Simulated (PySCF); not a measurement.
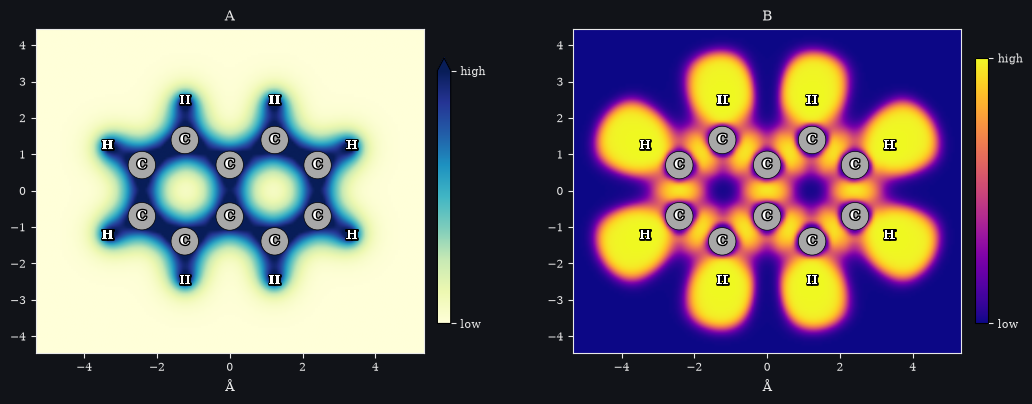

C₁₀H₈···C₅H₅ (charge −1): 2 fields on the plane of atoms C1, C2 and H12, with unlabelled colour scales. Grey discs cover the atomic cores.

Geometry: GFN2-xTB parts, rigid stack.

Theory: PySCF, PBE0-D3(BJ)/def2-SVP, SCF density, gas phase.

Match the panels to the quantities (electron density and electron localisation function).

Panel A: electron density. Panel B: electron localisation function. From the grid: C–C (1.37 Å): ρ at the midpoint is about 2.2 e/Å³; the ELF peaks at about 0.95 between the atoms, as expected for a covalent bond. C–H (1.08 Å): ρ is about 2 e/Å³ halfway; the ELF climbs to about 1 towards the hydrogen, as it does in any bond to H; a covalent bond by its length.
